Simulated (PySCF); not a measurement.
H₄F₂O₃SSi₂, SMILES O[Si](O)(O)S[SiH](F)F at its PBE0/def2-SVP optimised geometry (Å):

```
12

Si    -0.3382     1.6340    -1.7325
F     -1.1616     2.8244    -2.4348
F     -0.3230     0.3938    -2.7901
S     -1.3712     1.0365     0.0000
Si    -0.7111    -1.0365     0.0000
O      0.9335    -1.0365     0.0000
O     -1.2674    -1.8455    -1.3065
O     -1.3039    -1.7138     1.3674
H      1.0558     2.0839    -1.5621
H      1.3712    -0.5944     0.7340
H     -1.0735    -1.4367    -2.1596
H     -2.1706    -2.1276     1.3120
```

Level of theory: PySCF with PBE0/def2-TZVP. Cells within 0.4 Å of a nucleus heavier than hydrogen are left out (blank, or x).

Map of the deformation density (molecule minus spherical neutral atoms) (e/bohr³) on the plane z = 0.0 Å:

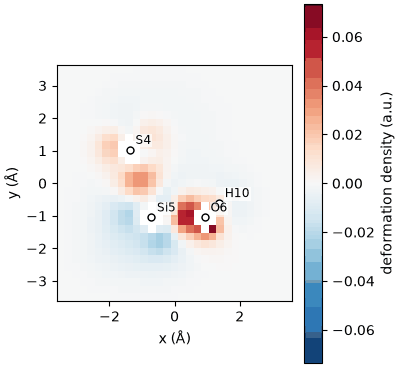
Figure. Deformation density (molecule minus spherical neutral atoms) (e/bohr³) on the plane z = 0.0 Å.
